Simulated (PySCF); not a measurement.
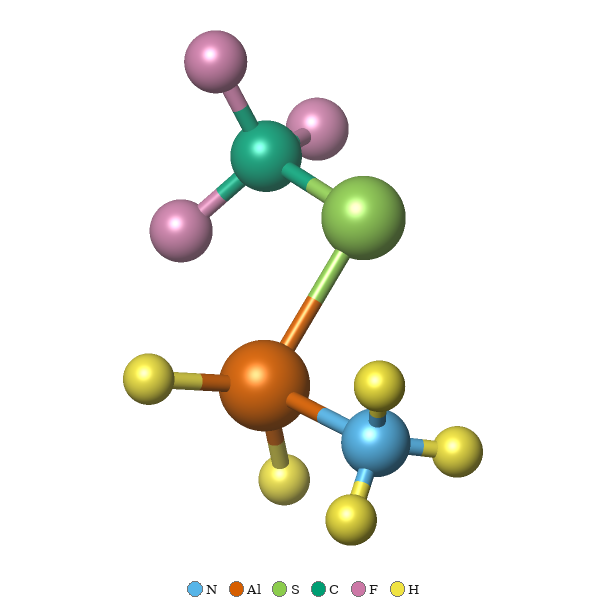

Every bond is drawn as one stick, whatever its order.

Computed geometry: PBE0-D3(BJ)/def2-SVP optimisation. No frequency run is at hand to confirm it as a minimum.

Give the formula.

CH₅AlF₃NS, 12 atoms: 1 carbon, 5 hydrogen, 1 aluminium, 3 fluorine, 1 nitrogen and 1 sulfur.

Name functional groups in it.

Among them: C–F bond.

The parts below concern this one geometry. Atoms keep their numbers from picture to picture.

Geometry

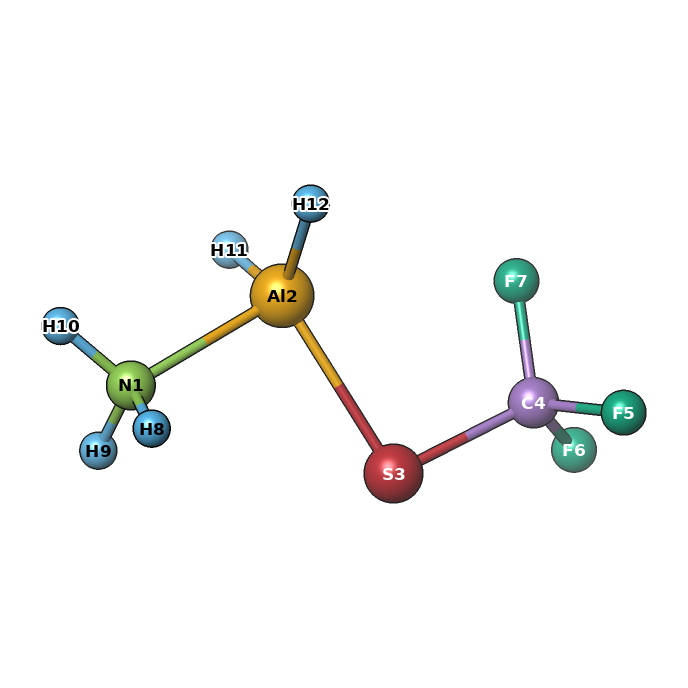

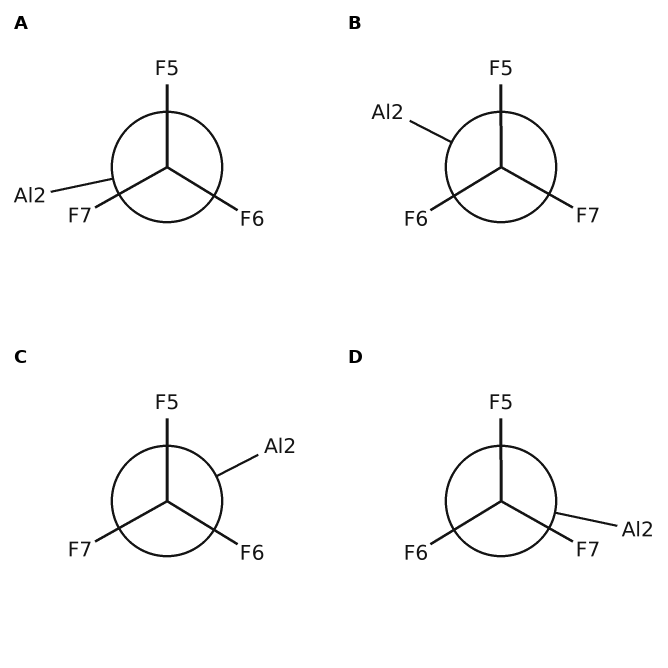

Distant atoms are faded towards the background colour. Bonds that would overlap in a projection are set slightly apart. No frequency run is at hand to confirm it as a minimum.

Which Newman projection shows the view along C4–S3, with C4 in front?

D. The torsion angle F5–C4–S3–Al2 is 117°, anticlinal.

Bond orders

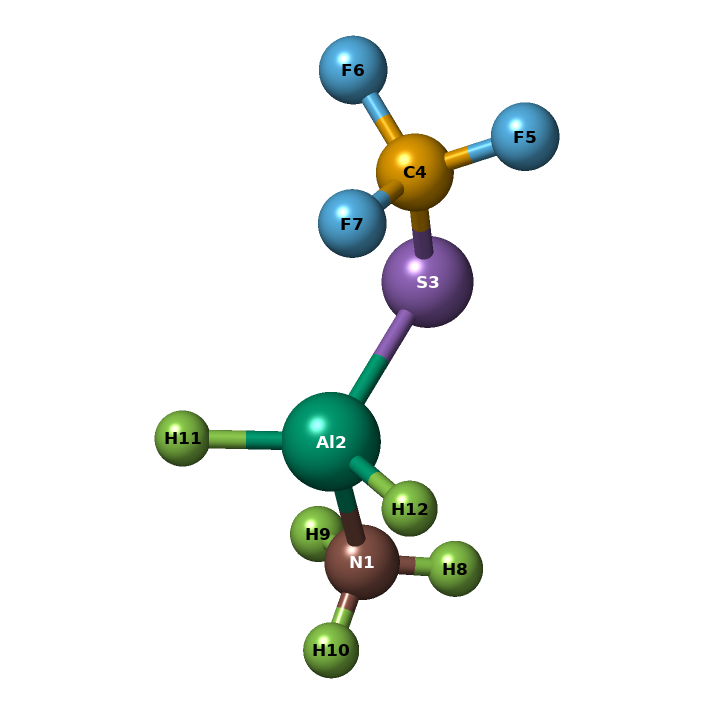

Every bond is drawn as one stick. No frequency run is at hand to confirm it as a minimum. Level of theory: PBE0/cc-pVDZ (PySCF 2.14.0).

Which bond has the lowest Mayer bond order?

N1–Al2, 0.51, at 2.063 Å.

List the Mayer bond orders of N1–Al2, N1–H8, N1–H9, N1–H10, Al2–S3, Al2–H11, Al2–H12, S3–C4, C4–F5, C4–F6, C4–F7.

| bond | Mayer order | length (Å) |
| --- | --- | --- |
| N1–Al2 | 0.51 | 2.063 |
| N1–H8 | 0.97 | 1.022 |
| N1–H9 | 0.97 | 1.022 |
| N1–H10 | 0.97 | 1.022 |
| Al2–S3 | 0.89 | 2.287 |
| Al2–H11 | 0.95 | 1.592 |
| Al2–H12 | 0.95 | 1.592 |
| S3–C4 | 1.08 | 1.796 |
| C4–F5 | 1.17 | 1.329 |
| C4–F6 | 1.17 | 1.329 |
| C4–F7 | 1.05 | 1.356 |

Levels of theory compared

No frequency run is at hand to confirm it as a minimum. Program: PySCF 2.14.0.

At this fixed geometry, give HOMO energy (eV), HOMO–LUMO gap (eV) at these levels: B3LYP/pcSseg-1; BLYP/pcSseg-1; LDA/pcSseg-1; OPBE/pcSseg-1; PBE0/IGLO-III; PBE0/STO-3G; PBE0/aug-cc-pVDZ; PBE0/cc-pVTZ; PBE0/pcSseg-0.

| level | HOMO energy (eV) | HOMO–LUMO gap (eV) |
| --- | --- | --- |
| B3LYP/pcSseg-1 | −6.79 | 5.89 |
| BLYP/pcSseg-1 | −5.58 | 4.17 |
| LDA/pcSseg-1 | −5.88 | 4.26 |
| OPBE/pcSseg-1 | −5.75 | 4.56 |
| PBE0/IGLO-III | −7.01 | 6.14 |
| PBE0/STO-3G | −2.19 | 9.24 |
| PBE0/aug-cc-pVDZ | −7.06 | 5.82 |
| PBE0/cc-pVTZ | −7.01 | 6.37 |
| PBE0/pcSseg-0 | −7.23 | 6.85 |

Quadrupole coupling

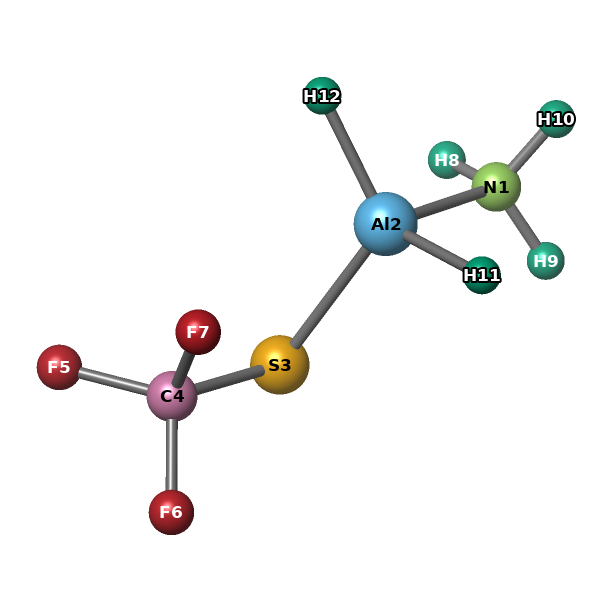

No frequency run is at hand to confirm it as a minimum. Electric field gradients from the ground-state density, PBE0/def2-TZVP (PySCF 2.14.0), non-relativistic apart from any core potentials.

Give the largest field-gradient component, the quadrupole coupling constant and the asymmetry for 14N at N1 (Q = 20.44 mb), 27Al at Al2 (Q = 146.6 mb), 33S at S3 (Q = −67.81 mb), 2H at H8 (Q = 2.86 mb), 2H at H9 (Q = 2.86 mb), 2H at H10 (Q = 2.86 mb), 2H at H11 (Q = 2.86 mb).

```
atom  V_zz (a.u.)  e²qQ/h (MHz)     η
  N1       −0.605         −2.90  0.02
 Al2        0.745          25.6  0.94
  S3        2.535         −40.4  0.54
  H8        0.373         0.250  0.08
  H9        0.373         0.251  0.08
 H10        0.376         0.253  0.08
 H11        0.111         0.075  0.04
```
